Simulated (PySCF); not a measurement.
# C8H8OS (4-(methylthio)benzaldehyde): the cost of one run

Computed with PySCF 2.14.0 and routines of our own; the level stands in each step. Atoms count from 0.

## Step 1: The system as given

18 atoms, charge 0, multiplicity 1; geometry from: GFN2-xTB.

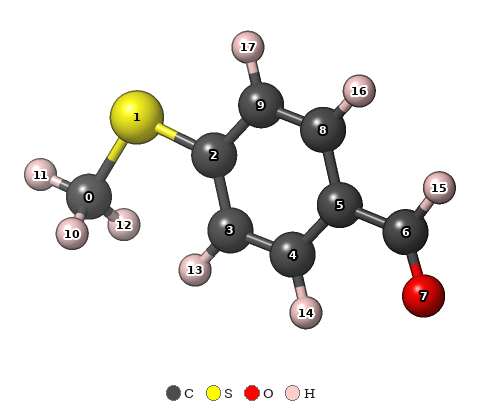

The starting geometry (carbon dark grey, sulfur yellow, oxygen red, hydrogen pink).

## Step 2: Geometry optimisation at PBE0-D3(BJ)/def2-SVP

Job settings and geometry (Å):

```
{"job": {"xc": "PBE0", "basis": "def2-SVP", "d3": "d3bj", "grid": 2, "kind": "geom"}, "charge": 0, "multiplicity": 1}
C     -3.374387    -0.189562     0.679615
S     -2.531236    -0.320330    -0.923164
C     -0.829088    -0.133440    -0.532158
C     -0.339502     0.056270     0.757526
C      1.016822     0.193418     0.959197
C      1.911643     0.143726    -0.111273
C      3.346341     0.289021     0.127254
O      3.861997     0.472540     1.202787
C      1.411549    -0.048051    -1.402378
C      0.059377    -0.184865    -1.610225
H     -3.184530     0.784954     1.119879
H     -4.432413    -0.296003     0.460952
H     -3.052318    -0.992269     1.336423
H     -1.005097     0.098625     1.604574
H      1.411577     0.340964     1.953538
H      3.961559     0.213683    -0.792480
H      2.094738    -0.087223    -2.238250
H     -0.335790    -0.335138    -2.603474
```

The run is started by

```bash
OMP_NUM_THREADS=1 python excited_run.py task.json out
```

The driver reads the jobs from task.json and runs them one after another.

**Question.** How long does this first job take on 1 thread of Intel Xeon Platinum 8488C, shared host, and how much memory does it need?

About 1.7 min, with a peak of 0.9 GiB.
